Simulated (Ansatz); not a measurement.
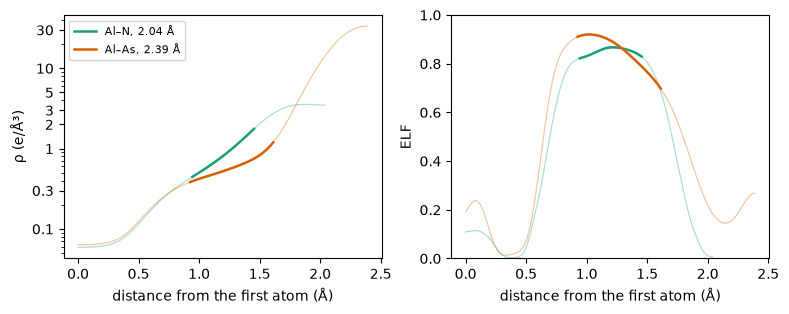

Figure. Al₃As₂N. Valence electron density and electron localisation function along straight lines between neighbouring atoms. Thin, pale parts lie inside the atomic spheres.

Space group I-4m2; started from the ordered alloy on zincblende lattice prototype, which need not be the ambient phase; computed pressure about 2 GPa in this cell.

Theory: DFT, PBE with spin-orbit coupling, plane waves, PAW in Ansatz.

In a PAW calculation such maps are meaningful between the atoms, not at the nuclei.

### Compare the contacts.

Al–N (2.04 Å): ρ at the midpoint is about 0.53 e/Å³; the ELF peaks at about 0.85 in the valence shell of N, 0.8 Å from its nucleus, and is about 0.85 at the midpoint.
Al–As (2.39 Å): ρ at the midpoint is about 0.52 e/Å³; the ELF peaks at about 0.90 between the atoms; a shared electron pair.
